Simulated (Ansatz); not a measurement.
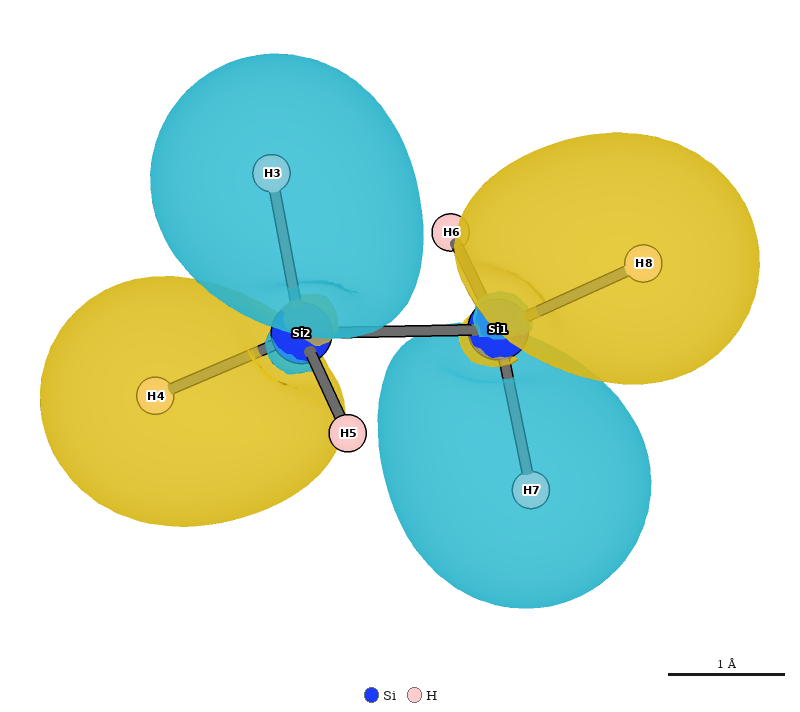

Figure. H6Si2. The HOMO−1 at ±0.08 Å⁻³ᐟ² (yellow and cyan are the two phases), seen at an oblique angle.

Computed with RKS PBE0/cc-pVDZ in Ansatz.

Input

```
crystal:
  periodic: [false, false, false]
  atoms:
    - { symbol: Si, position_ang: [-0.978711, 0.454477, -0.125831] }
    - { symbol: Si, position_ang: [1.509566, -0.061898, 2.161464] }
    - { symbol: H, position_ang: [0.382525, -0.89724, 2.678352] }
    - { symbol: H, position_ang: [2.819256, -0.674924, 2.556957] }
    - { symbol: H, position_ang: [1.41821, 1.333991, 2.686466] }
    - { symbol: H, position_ang: [1.496409, -0.040161, 0.681622] }
    - { symbol: H, position_ang: [-0.179675, 0.905057, -1.363767] }
    - { symbol: H, position_ang: [-0.94538, -1.019302, -0.581364] }
basis:
  gaussian: { orbitals: cc-pVDZ }
hamiltonian:
  xc: pbe0
relax:
  f_tol: 0.03
  max_steps: 50
output:
  orbitals: {}
```

Launched as:

```sh
ansatz run input.yaml --threads 1 --pin off --max-ram 2048MiB --backend cpu --events-out ev --progress --plain --runs-dir out
```

The fields are those of the relaxed geometry.

Where does this orbital lie, and at what energy?

It lies mainly on Si1 (about 20 %), Si2 (about 20 %), H3 (about 15 %), H4 (about 15 %), H8 (about 15 %) and H7 (about 15 %). It is one of a degenerate set, so its orientation is arbitrary. Its energy is −9.49 eV.
